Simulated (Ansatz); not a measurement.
# BFGaH4N: rotation by 180° about the N2–Ga3 bond, part 2 of 2

Wanted: the energy profile along the rotation by 180° about the N2–Ga3 bond, from relaxed end points and a band of images. SMILES of the start: B[NH][GaH][F].

Ansatz 0.2.0; RKS PBE0/def2-SVP. The steps go on from the part before.

## Step 7: Another band, settings changed

crystal.atoms is end A as relaxed above, and neb.final_atoms is end B, turned to lie on A. With 5 inner images the band has 7 in all.

Contents of input.yaml:

```yaml
crystal:
  periodic: [false, false, false]
  atoms:
    - { symbol: B, position_ang: [0.483993, 1.328666, -0.336706] }
    - { symbol: "N", position_ang: [0.139263, 0.276579, 0.524471] }
    - { symbol: Ga, position_ang: [-0.514631, -1.340541, -0.05723] }
    - { symbol: F, position_ang: [-0.838033, -2.430016, 1.279937] }
    - { symbol: H, position_ang: [0.346366, 1.172753, -1.532743] }
    - { symbol: H, position_ang: [0.910757, 2.37203, 0.105878] }
    - { symbol: H, position_ang: [0.256608, 0.411815, 1.525135] }
    - { symbol: H, position_ang: [-0.784333, -1.791286, -1.508731] }
basis:
  gaussian: { orbitals: def2-SVP }
hamiltonian:
  xc: pbe0
neb:
  order_check: false
  images: 5
  f_tol: 0.05
  max_iterations: 60
  initial_path: idpp
  optimiser: lbfgs
  climbing: true
  final_atoms:
    - { symbol: B, position_ang: [0.47706551, 1.31139943, -0.32004902] }
    - { symbol: "N", position_ang: [0.14316026, 0.27368175, 0.56990127] }
    - { symbol: Ga, position_ang: [-0.51715678, -1.3814774, 0.10908525] }
    - { symbol: F, position_ang: [-0.73767999, -1.62667644, -1.60823819] }
    - { symbol: H, position_ang: [0.32860362, 1.14314129, -1.50843747] }
    - { symbol: H, position_ang: [0.90669698, 2.3566868, 0.11846117] }
    - { symbol: H, position_ang: [0.28239765, 0.45669728, 1.55996424] }
    - { symbol: H, position_ang: [-0.88309725, -2.53345271, 1.07932376] }
```

Started as:

```console
ansatz run input.yaml --threads 2 --pin off --max-ram 3072MiB --backend cpu --events-out ev --progress --plain --runs-dir out
```

What it wrote, cut to the lines that bear on the results:

```text
Warning: RAYON_NUM_THREADS=2 ignored (pool sized by the plan → 2); use --threads N
[...]
Functional definition: PBE0
[...]
1021 factors; integrals over basis functions are off by at most 4.8e-4 eV
[...]
mean field -57305.81258963 eV, -2105.9497693940 hartree, gradient 3.0e-5 eV, S^2 0.000000; 0 other end points of the search recorded, 0 dependent functions left out
[...]
reference -57305.81262065 eV, -2105.9497705340 hartree; 28, 28 occupied and 66, 66 virtual orbitals, 1021 factors
1021 factors; integrals over basis functions are off by at most 5.5e-4 eV
[...]
mean field -57305.72976336 eV, -2105.9467255847 hartree, gradient 5.2e-5 eV, S^2 0.000000; 0 other end points of the search recorded, 0 dependent functions left out
[...]
reference -57305.72979414 eV, -2105.9467267161 hartree; 28, 28 occupied and 66, 66 virtual orbitals, 1021 factors
[...]
Total energy: -57305.57219783 eV, -2105.9409351581 hartree
Atom 0 at     0.045831     1.385469     0.022830 Å, force     0.018145    -0.027549    -0.010083 eV/Å
Atom 1 at     0.562922     0.157785     0.442778 Å, force     0.008805     0.021619     0.019574 eV/Å
Atom 2 at    -0.195379    -1.375631    -0.271170 Å, force     0.001275     0.012892    -0.009767 eV/Å
Atom 3 at    -1.650467    -1.914229     0.545623 Å, force     0.006128     0.007017     0.001430 eV/Å
Atom 4 at    -0.868622     1.376567    -0.783525 Å, force    -0.007942    -0.003262    -0.005350 eV/Å
Atom 5 at     0.496437     2.434220     0.426552 Å, force    -0.013193     0.002012     0.006642 eV/Å
Atom 6 at     1.331966     0.146383     1.105043 Å, force    -0.004588    -0.008253    -0.001609 eV/Å
Atom 7 at     0.277301    -2.210565    -1.488121 Å, force    -0.008630    -0.004477    -0.000838 eV/Å
Dipole moment:     0.541280    -0.161528    -0.064751 e Å
this run last wrote the band of iteration 25 to <dir>; this run last wrote the band within `neb.f_tol` of iteration 20 to <dir>
```

Run time: 4.2 min. Hardware: 2 threads of Arm Neoverse V1, shared host; peak memory 0.2 GiB.

## Step 8: What the band shows

Images 0 and 6 are the ends. Energies count from image 0; the path length is the program's own measure over all atoms.

| image | path (Å) | energy (eV) | dihedral B1–N2–Ga3–F4 (°) | band force (eV/Å) |
| --- | --- | --- | --- | --- |
| 0 | 0.000 | 0.0000 | 180 | - |
| 1 | 0.866 | 0.0586 | -143 | 0.025 |
| 2 | 1.733 | 0.1766 | -111 | 0.040 |
| 3* | 2.600 | 0.2404 | -84 | 0.027 |
| 4 | 3.357 | 0.2006 | -59 | 0.021 |
| 5 | 4.113 | 0.1206 | -31 | 0.009 |
| 6 | 4.869 | 0.0828 | 0 | - |

The star marks the climbing image.

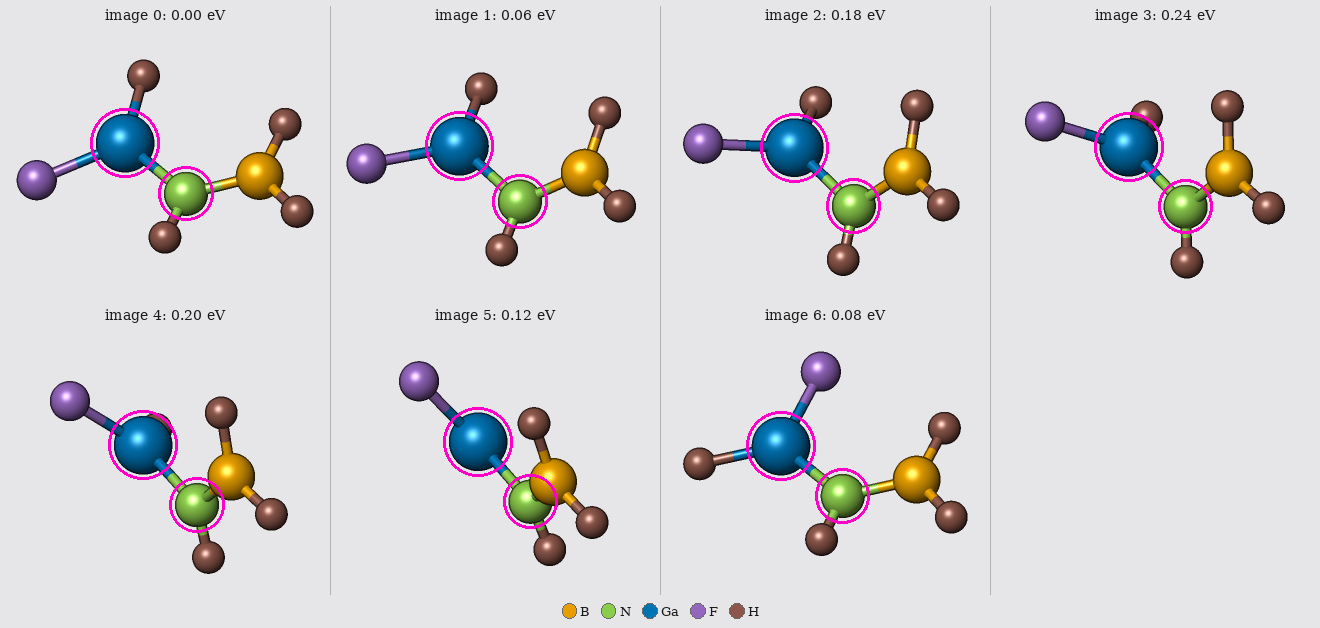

The images of the last band, seen from a free direction. Ringed: N2, Ga3. Sticks join atoms closer than a bonding distance in each image.

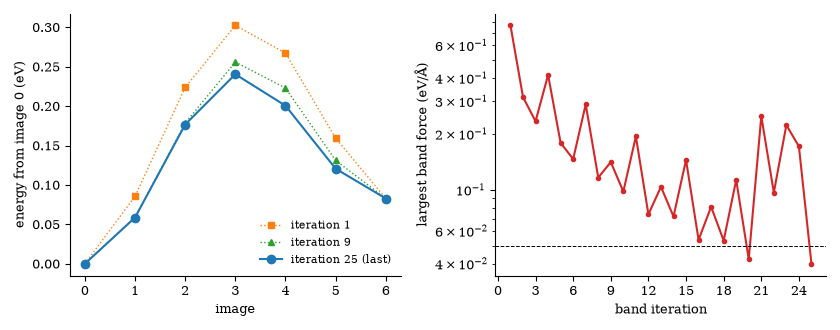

Left: energy of each image for early iterations and the last one (lines only join the points; early values far above the last band run off the scale). Right: the largest band force by iteration, with the threshold dashed.

## Step 9: Another band, settings changed

crystal.atoms is end A as relaxed above, and neb.final_atoms is end B, turned to lie on A. With 5 inner images the band has 7 in all.

Changes to input.yaml since step 7:

```diff
@@ -18,7 +18,5 @@
   images: 5
-  f_tol: 0.05
+  f_tol: 0.5
   max_iterations: 60
   initial_path: idpp
-  optimiser: lbfgs
-  climbing: true
   final_atoms:
```

Started as:

```console
ansatz run input.yaml --threads 2 --pin off --max-ram 3072MiB --backend cpu --events-out ev --progress --plain --runs-dir out
```

What it wrote, cut to the lines that bear on the results:

```text
Warning: RAYON_NUM_THREADS=2 ignored (pool sized by the plan → 2); use --threads N
[...]
[... 1 set-up line as earlier in the session ...]
[...]
1021 factors; integrals over basis functions are off by at most 4.8e-4 eV
[...]
mean field -57305.81258963 eV, -2105.9497693940 hartree, gradient 3.0e-5 eV, S^2 0.000000; 0 other end points of the search recorded, 0 dependent functions left out
[...]
reference -57305.81262065 eV, -2105.9497705340 hartree; 28, 28 occupied and 66, 66 virtual orbitals, 1021 factors
1021 factors; integrals over basis functions are off by at most 5.5e-4 eV
[...]
mean field -57305.72976336 eV, -2105.9467255847 hartree, gradient 5.2e-5 eV, S^2 0.000000; 0 other end points of the search recorded, 0 dependent functions left out
[...]
reference -57305.72979414 eV, -2105.9467267161 hartree; 28, 28 occupied and 66, 66 virtual orbitals, 1021 factors
[...]
NEB iter   2: max|band force component| = 4.689e-1 eV/Å  barrier→ = 0.2606 eV  barrier← = 0.1778 eV  CI = image 3  Δτ_max = 0.0000 Å  (283 SCF iters)
Total energy: -57305.55199040 eV, -2105.9401925489 hartree
Atom 0 at     0.063237     1.443477    -0.010122 Å, force    -0.149378    -0.151712     0.223666 eV/Å
Atom 1 at     0.505537     0.172514     0.377983 Å, force     0.254756     0.128413    -0.089460 eV/Å
Atom 2 at    -0.180491    -1.403591    -0.299062 Å, force    -0.313983    -0.118194     0.182390 eV/Å
Atom 3 at    -1.546639    -1.992887     0.646532 Å, force     0.137357     0.035613    -0.115617 eV/Å
Atom 4 at    -0.791451     1.529635    -0.868694 Å, force     0.012569     0.007471    -0.068115 eV/Å
Atom 5 at     0.482779     2.431158     0.551199 Å, force     0.076649     0.027533    -0.109781 eV/Å
Atom 6 at     1.232731     0.122943     1.086486 Å, force    -0.065265     0.038414     0.060495 eV/Å
Atom 7 at     0.234287    -2.303250    -1.484310 Å, force     0.047296     0.032462    -0.083579 eV/Å
Dipole moment:     0.522091    -0.162469    -0.128148 e Å
this run last wrote the band of iteration 2 to <dir>
```

It took 35 s on 2 threads of Arm Neoverse V1, shared host; peak memory 0.2 GiB.

## Step 10: Images and barrier

The 5 inner images lie between the fixed ends 0 and 6. Energy is taken from image 0, and the path length is the program's own coordinate along the band.

| image | path (Å) | energy (eV) | dihedral B1–N2–Ga3–F4 (°) | band force (eV/Å) |
| --- | --- | --- | --- | --- |
| 0 | 0.000 | 0.0000 | 180 | - |
| 1 | 0.800 | 0.0626 | -149 | 0.221 |
| 2 | 1.600 | 0.1856 | -119 | 0.295 |
| 3* | 2.399 | 0.2606 | -90 | 0.311 |
| 4 | 3.199 | 0.2293 | -60 | 0.469 |
| 5 | 3.998 | 0.1347 | -31 | 0.358 |
| 6 | 4.797 | 0.0828 | 0 | - |

The star marks the climbing image.

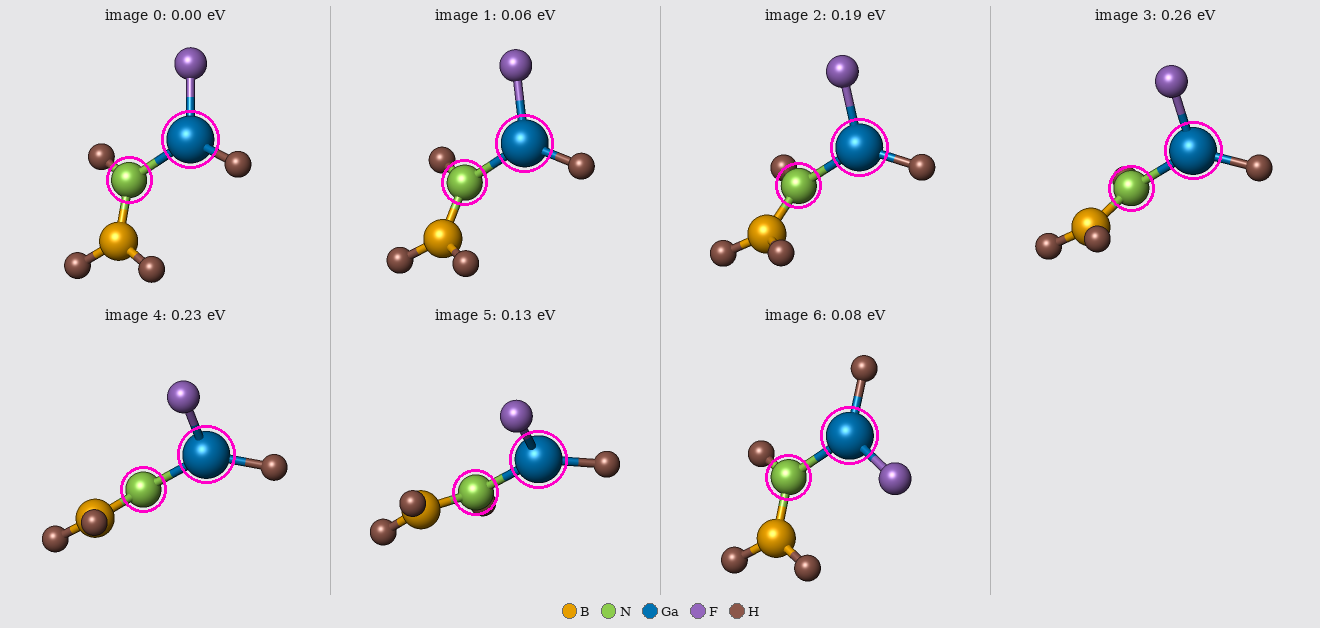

The images of the last band, seen from a free direction. Ringed: N2, Ga3. Sticks join atoms closer than a bonding distance in each image.

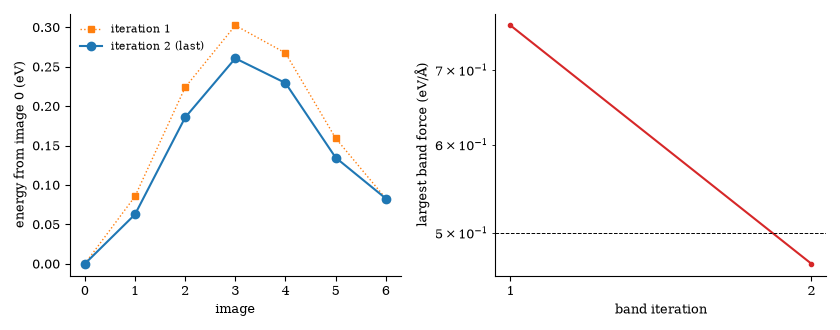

Left: energy of each image for early iterations and the last one (lines only join the points; early values far above the last band run off the scale). Right: the largest band force by iteration, with the threshold dashed.

## Step 11: Outcome

What follows sums up all 2 parts.

```
                                quantity                                                      value
                                   end A                                    7 moves, 0.073 eV lower
                                   end B                                    5 moves, 0.064 eV lower
            first band: barrier forwards                                                    0.24 eV
           first band: barrier backwards                                                    0.16 eV
first band: second end relative to first                                                  +0.083 eV
               first band: highest image                                      3 of 0 to 6, climbing
             first band: band iterations                                                         10
              imaginary modes at the top                                                  130i cm⁻¹
                             second band  top 0.240 eV above image 0, 25 iterations, 5 inner images
             time, first and second band                                        1.7 min and 4.2 min
                              third band   top 0.261 eV above image 0, 2 iterations, 5 inner images
              time, first and third band                                           1.7 min and 35 s
```

In words: In the first band: the top lies 0.24 eV above the first end, or 9 kT at room temperature, which at an assumed attempt frequency of 10^13 s⁻¹ means a rate near 10^9 s⁻¹. The second end lies 0.083 eV above the first, so the way back costs 0.16 eV. The listed dihedral goes from 180° at end A through -83° at the highest image to 0° at end B. One imaginary mode, as a first-order saddle point has. The second band's top agrees with the first's to 1 meV, so the changed settings hardly move the height. The third band's top lies 20 meV above the first's. As for the third band: the force threshold is loose, so the band stops early. These are electronic energies, with no zero-point or thermal terms.
